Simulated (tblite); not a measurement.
## Geometry relaxation, with input and output: C5H9FN2Si (part 2 of 2)

The same run, continued: C5H9FN2Si; GFN2-xTB geometry optimisation, gas phase (tblite 0.8.0). It belongs to a series of runs on one base structure; here: H on C replaced by CH2CN.

Geometry of the input (Å):
```
N  -3.0103  2.4096  -0.2865
C  -2.6371  1.4084  0.1411
C  -2.1409  0.1124  0.6866
C  -0.6525  0.1350  0.4658
C  -0.2257  0.2598  -0.9870
Si 1.1674  -0.9409  -0.7103
C  2.7481  -0.1729  -0.0864
F  3.1669  -0.8869  1.0091
N  0.0426  -1.1289  0.6324
H  -2.6493  -0.6593  0.0666
H  -2.4115  0.0441  1.7618
H  -0.1849  0.9601  1.0347
H  0.0853  1.2692  -1.2821
H  -0.9673  -0.1434  -1.6881
H  1.2850  -2.0091  -1.6651
H  2.5098  0.8736  0.2287
H  3.4922  -0.1178  -0.8863
H  0.3733  -1.4069  1.5535
```

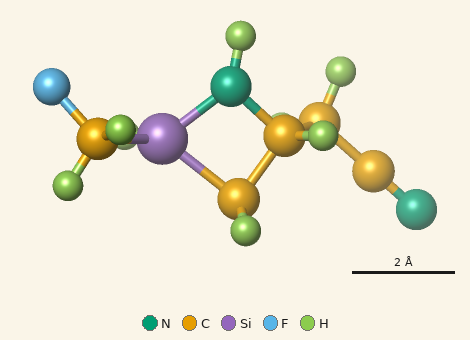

*The geometry at step 96 of the log (ball-and-stick view, seen at a tilt).*

## Trajectory as extended XYZ, continued
```
18
Properties=species:S:1:pos:R:3:forces:R:3 step=48 energy=-749.74191
N    -3.5141    2.1845   -0.0995   -0.0760   0.1240  -0.1140
C    -2.9490    1.2177    0.1242    0.0530  -0.1780   0.1220
C    -2.2143    0.0294    0.4712    0.0470   0.0480   0.0090
C    -0.7075    0.3391    0.4918   -0.0120   0.0000  -0.0070
C    -0.0846    0.4964   -0.9064   -0.0270   0.0220   0.0200
Si    1.1349   -0.9064   -0.4580   -0.0270   0.0790   0.1360
C     2.9568   -0.3113   -0.2763   -0.0780   0.0310   0.0090
F     3.6717   -1.1536    0.5587   -0.0830   0.0830  -0.0970
N     0.0928   -0.8028    0.9051   -0.0530   0.1140  -0.0610
H    -2.4178   -0.7655   -0.2512    0.0070   0.0280   0.0220
H    -2.5542   -0.2983    1.4598    0.0630  -0.0060  -0.0250
H    -0.5337    1.2157    1.1348   -0.0450  -0.0820  -0.0770
H     0.3145    1.4869   -1.0960    0.0110   0.0080   0.0100
H    -0.7908    0.2637   -1.6973    0.0300   0.0130   0.0020
H     1.0634   -2.1967   -1.1299    0.0370  -0.0830  -0.0830
H     3.0222    0.6954    0.1590    0.0700  -0.1700  -0.0290
H     3.4803   -0.3146   -1.2372    0.0250   0.0140   0.0840
H     0.0207   -1.1732    1.8357    0.0580  -0.0440   0.0780
18
Properties=species:S:1:pos:R:3:forces:R:3 step=60 energy=-749.76024
N    -3.5765    2.0942   -0.1447    0.0020  -0.1010   0.0310
C    -2.9984    1.1421    0.1157   -0.0400   0.0470  -0.0510
C    -2.2073   -0.0152    0.4391   -0.0170  -0.0030  -0.0050
C    -0.7294    0.3952    0.5124   -0.0120   0.0170  -0.0150
C    -0.0745    0.5541   -0.8690    0.0130   0.0180   0.0110
Si    1.1115   -0.8695   -0.4024    0.0440  -0.0040  -0.0110
C     2.9605   -0.3680   -0.3074    0.0420  -0.0220  -0.0350
F     3.6784   -1.2978    0.4212   -0.0410  -0.0010   0.0270
N     0.1292   -0.6737    0.9911    0.0080   0.0150   0.0160
H    -2.3371   -0.7769   -0.3342   -0.0200  -0.0190   0.0520
H    -2.5366   -0.4238    1.3991   -0.0090   0.0360  -0.0130
H    -0.6497    1.2942    1.1366    0.0300  -0.0060  -0.0120
H     0.3609    1.5368   -1.0171    0.0130  -0.0070  -0.0180
H    -0.7564    0.3622   -1.6917    0.0100   0.0230   0.0450
H     1.0049   -2.1684   -1.0705   -0.0240   0.0040  -0.0090
H     3.1249    0.5995    0.1756    0.0170  -0.0390   0.0180
H     3.4287   -0.3480   -1.2955   -0.0250   0.0390   0.0100
H     0.0582   -1.0305    1.9300    0.0090   0.0010  -0.0420
18
Properties=species:S:1:pos:R:3:forces:R:3 step=72 energy=-749.78438
N    -3.7720    1.8293   -0.2496    0.0980  -0.2150  -0.0050
C    -3.0777    0.9620    0.0270   -0.0580   0.1820  -0.0150
C    -2.1559   -0.0695    0.4239   -0.0150   0.0370   0.0270
C    -0.7350    0.5056    0.5224    0.0390   0.0360  -0.0260
C    -0.0613    0.6790   -0.8462    0.0310  -0.0100   0.0070
Si    1.0824   -0.7844   -0.3858   -0.0100   0.0450  -0.0520
C     2.9669   -0.4739   -0.3163   -0.0540  -0.0220  -0.0270
F     3.5672   -1.5974    0.2188    0.0760   0.0380   0.0310
N     0.2286   -0.4366    1.0621   -0.0200  -0.0690   0.0400
H    -2.1726   -0.8914   -0.2945   -0.0110  -0.0110   0.0000
H    -2.4694   -0.4434    1.4020   -0.0180  -0.0510   0.0330
H    -0.7699    1.4224    1.1181    0.0020   0.0740   0.0510
H     0.4394    1.6391   -0.9338   -0.0580  -0.0130  -0.0420
H    -0.7430    0.5681   -1.6830    0.0540  -0.0070   0.0140
H     0.8808   -2.0843   -1.0399   -0.0520   0.0440  -0.0020
H     3.2701    0.3767    0.2989   -0.0150  -0.0740   0.0350
H     3.3928   -0.3506   -1.3123    0.0510   0.0070  -0.0450
H     0.1199   -0.8444    1.9767   -0.0430   0.0080  -0.0230
18
Properties=species:S:1:pos:R:3:forces:R:3 step=84 energy=-749.80016
N    -3.8486    1.6612   -0.3676   -0.0150   0.0160  -0.0250
C    -3.0908    0.8863   -0.0049    0.0130  -0.0060  -0.0060
C    -2.1203   -0.0654    0.4629    0.0120   0.0010  -0.0030
C    -0.7181    0.5588    0.5286    0.0050  -0.0010   0.0150
C    -0.0614    0.7353   -0.8488   -0.0210   0.0030   0.0100
Si    1.0700   -0.7413   -0.4125    0.0000   0.0020   0.0100
C     2.9653   -0.5272   -0.3071    0.0040  -0.0030  -0.0160
F     3.5210   -1.7053    0.1524    0.0140  -0.0190  -0.0020
N     0.2665   -0.3681    1.0614    0.0000   0.0000  -0.0030
H    -2.1010   -0.9270   -0.2093    0.0030  -0.0040  -0.0010
H    -2.4223   -0.4052    1.4590    0.0080   0.0130  -0.0070
H    -0.7656    1.4795    1.1217    0.0080  -0.0010   0.0130
H     0.4268    1.6996   -0.9487   -0.0130  -0.0100  -0.0060
H    -0.7487    0.6169   -1.6788   -0.0070  -0.0070   0.0030
H     0.7801   -2.0069   -1.1006    0.0070   0.0130   0.0010
H     3.2711    0.2505    0.3948    0.0190   0.0180   0.0100
H     3.4327   -0.3327   -1.2742   -0.0280   0.0020  -0.0020
H     0.1347   -0.8027    1.9601   -0.0080  -0.0170   0.0070
18
Properties=species:S:1:pos:R:3:forces:R:3 step=96 energy=-749.80226
N    -3.8366    1.6588   -0.4079    0.0050   0.0110  -0.0120
C    -3.0818    0.8923   -0.0215    0.0120  -0.0290   0.0120
C    -2.1193   -0.0572    0.4696   -0.0010   0.0020  -0.0020
C    -0.7149    0.5584    0.5411   -0.0060   0.0090   0.0040
C    -0.0665    0.7333   -0.8392    0.0010  -0.0060  -0.0010
Si    1.0724   -0.7382   -0.4034    0.0000   0.0100  -0.0100
C     2.9682   -0.5244   -0.3070   -0.0030   0.0010   0.0050
F     3.5303   -1.7057    0.1375    0.0050  -0.0060  -0.0220
N     0.2646   -0.3763    1.0706   -0.0090  -0.0060   0.0130
H    -2.0940   -0.9233   -0.1975   -0.0140  -0.0080   0.0190
H    -2.4292   -0.3881    1.4661   -0.0200   0.0140  -0.0160
H    -0.7546    1.4777    1.1363    0.0010   0.0030   0.0200
H     0.4064    1.7025   -0.9583    0.0030  -0.0080   0.0110
H    -0.7624    0.5951   -1.6590    0.0080   0.0030  -0.0170
H     0.7867   -1.9941   -1.1109    0.0040   0.0020   0.0120
H     3.2885    0.2484    0.3951   -0.0070   0.0050  -0.0200
H     3.4144   -0.3253   -1.2831    0.0140   0.0020   0.0140
H     0.1191   -0.8279    1.9595    0.0060   0.0040  -0.0080
18
Properties=species:S:1:pos:R:3:forces:R:3 step=108 energy=-749.80544
N    -3.7848    1.6317   -0.5427   -0.0260   0.0100  -0.0160
C    -3.0625    0.8746   -0.0828    0.0370   0.0010   0.0070
C    -2.1298   -0.0541    0.4960    0.0260  -0.0130   0.0100
C    -0.7200    0.5525    0.5660   -0.0050   0.0110  -0.0040
C    -0.0784    0.7430   -0.8159    0.0090  -0.0170  -0.0070
Si    1.0749   -0.7207   -0.3981   -0.0220  -0.0260  -0.0030
C     2.9736   -0.5229   -0.3259   -0.0100   0.0030   0.0080
F     3.5263   -1.7308    0.0533    0.0170  -0.0120  -0.0010
N     0.2627   -0.3877    1.0812   -0.0100   0.0210  -0.0270
H    -2.0991   -0.9613   -0.1139    0.0030   0.0040   0.0050
H    -2.4744   -0.3159    1.5009   -0.0060  -0.0040   0.0010
H    -0.7528    1.4671    1.1691   -0.0100   0.0010   0.0140
H     0.3824    1.7180   -0.9308    0.0140   0.0050   0.0150
H    -0.7717    0.6023   -1.6378   -0.0080  -0.0040   0.0070
H     0.7908   -1.9747   -1.1085   -0.0050  -0.0090  -0.0030
H     3.3138    0.2126    0.4049    0.0030   0.0170   0.0090
H     3.4114   -0.2845   -1.2967   -0.0100   0.0080  -0.0050
H     0.1287   -0.8427    1.9700    0.0030   0.0020  -0.0110
18
Properties=species:S:1:pos:R:3:forces:R:3 step=120 energy=-749.80668
N    -3.7660    1.6111   -0.5985   -0.0070   0.0070   0.0030
C    -3.0493    0.8695   -0.1056    0.0190  -0.0100  -0.0070
C    -2.1268   -0.0490    0.5062   -0.0050  -0.0050   0.0050
C    -0.7156    0.5535    0.5756   -0.0080  -0.0060  -0.0070
C    -0.0770    0.7424   -0.8079    0.0000   0.0030  -0.0040
Si    1.0654   -0.7330   -0.4011    0.0030  -0.0010   0.0240
C     2.9639   -0.5206   -0.3292   -0.0160  -0.0030  -0.0240
F     3.5369   -1.7281    0.0196    0.0040  -0.0120   0.0090
N     0.2666   -0.3905    1.0840   -0.0120   0.0000   0.0080
H    -2.0970   -0.9701   -0.0825    0.0140   0.0060  -0.0010
H    -2.4833   -0.2862    1.5129   -0.0060  -0.0030   0.0060
H    -0.7499    1.4666    1.1816    0.0230  -0.0100   0.0020
H     0.3998    1.7108   -0.9153   -0.0020   0.0060  -0.0010
H    -0.7781    0.6182   -1.6257    0.0070   0.0010  -0.0080
H     0.7782   -1.9858   -1.1116   -0.0040  -0.0020   0.0010
H     3.2989    0.2053    0.4142   -0.0040   0.0030   0.0020
H     3.3911   -0.2567   -1.2982    0.0010   0.0160  -0.0020
H     0.1337   -0.8513    1.9701   -0.0070   0.0100  -0.0050
18
Properties=species:S:1:pos:R:3:forces:R:3 step=132 energy=-749.80718
N    -3.7541    1.6128   -0.6139    0.0010  -0.0020   0.0030
C    -3.0423    0.8697   -0.1161    0.0030  -0.0040  -0.0030
C    -2.1264   -0.0489    0.5051    0.0000   0.0040   0.0020
C    -0.7151    0.5517    0.5807    0.0020   0.0020   0.0000
C    -0.0726    0.7396   -0.8010    0.0010   0.0000  -0.0020
Si    1.0616   -0.7412   -0.3918   -0.0020  -0.0030  -0.0020
C     2.9584   -0.5167   -0.3376    0.0030   0.0000   0.0050
F     3.5473   -1.7200    0.0003   -0.0020   0.0040  -0.0030
N     0.2624   -0.3952    1.0920    0.0000  -0.0040   0.0020
H    -2.0898   -0.9710   -0.0814   -0.0010   0.0030  -0.0030
H    -2.4916   -0.2842    1.5092   -0.0010   0.0000   0.0040
H    -0.7447    1.4638    1.1880   -0.0040  -0.0010   0.0010
H     0.4096    1.7059   -0.9044   -0.0010   0.0010  -0.0040
H    -0.7714    0.6212   -1.6216    0.0020   0.0020  -0.0030
H     0.7696   -1.9961   -1.0967    0.0010   0.0010   0.0020
H     3.2911    0.2090    0.4075    0.0020  -0.0050  -0.0030
H     3.3750   -0.2407   -1.3082   -0.0030   0.0010   0.0030
H     0.1241   -0.8532    1.9784    0.0010  -0.0010   0.0010
```

## Summary

| quantity | value |
| --- | --- |
| outcome | converged |
| total energy | −749.8072 eV |
| hardware | 1 CPU thread, shared host |
| wall time | 3.7 s |
| peak memory | 0.18 GiB |
